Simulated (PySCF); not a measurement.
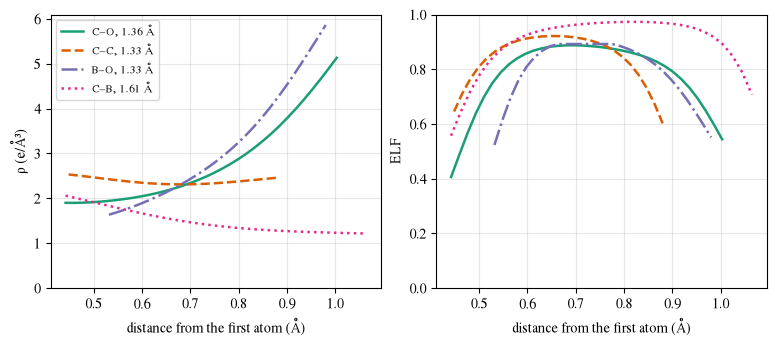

Figure. C7H10BClO. Total electron density and electron localisation function along straight lines between neighbouring atoms. The curves leave out the atomic cores.

Geometry: GFN2-xTB.

Theory: PBE0/pcSseg-1, SCF density, gas phase, non-relativistic (PySCF).

```yaml
atoms:
  - { symbol: Cl, position_ang: [-1.7026, -0.2890, 2.4015] }
  - { symbol: C, position_ang: [-0.4049, -0.5495, 1.1849] }
  - { symbol: C, position_ang: [-0.9938, -0.9460, -0.1574] }
  - { symbol: B, position_ang: [0.1181, -1.4835, -1.1857] }
  - { symbol: O, position_ang: [1.4159, -1.1961, -1.1713] }
  - { symbol: C, position_ang: [2.1600, -0.3912, -0.3662] }
  - { symbol: C, position_ang: [1.7482, 0.4959, 0.5322] }
  - { symbol: C, position_ang: [0.3183, 0.7733, 0.8998] }
  - { symbol: C, position_ang: [-0.4691, 1.4140, -0.2705] }
  - { symbol: C, position_ang: [-1.5477, 0.3967, -0.6665] }
  - { symbol: H, position_ang: [0.2502, -1.3036, 1.6236] }
  - { symbol: H, position_ang: [-1.7985, -1.6742, -0.0356] }
  - { symbol: H, position_ang: [-0.2015, -2.1780, -2.0778] }
  - { symbol: H, position_ang: [3.2178, -0.5219, -0.5660] }
  - { symbol: H, position_ang: [2.5057, 1.0645, 1.0490] }
  - { symbol: H, position_ang: [0.3021, 1.4164, 1.7810] }
  - { symbol: H, position_ang: [0.2036, 1.6049, -1.1074] }
  - { symbol: H, position_ang: [-0.9102, 2.3641, 0.0276] }
  - { symbol: H, position_ang: [-1.7309, 0.3902, -1.7402] }
  - { symbol: H, position_ang: [-2.4857, 0.6236, -0.1580] }
```

Q: Compare the contacts.

A: C–O (1.36 Å): ρ is about 2.3 e/Å³ halfway, with its minimum of 1.9 e/Å³ about 0.5 Å from C; the ELF peaks at about 0.90 between the atoms, as expected for a polar covalent bond.
C–C (1.33 Å): the density is about 2.3 e/Å³ at the midpoint; the ELF peaks at about 0.90 between the atoms; a short, multiple covalent bond.
B–O (1.33 Å): the density is about 2.2 e/Å³ at the midpoint; the ELF peaks at about 0.90 between the atoms (a short, strongly polar bond).
C–B (1.61 Å): the density is about 1.3 e/Å³ at the midpoint; the ELF peaks at about 1 between the atoms (localised, covalent bonding).
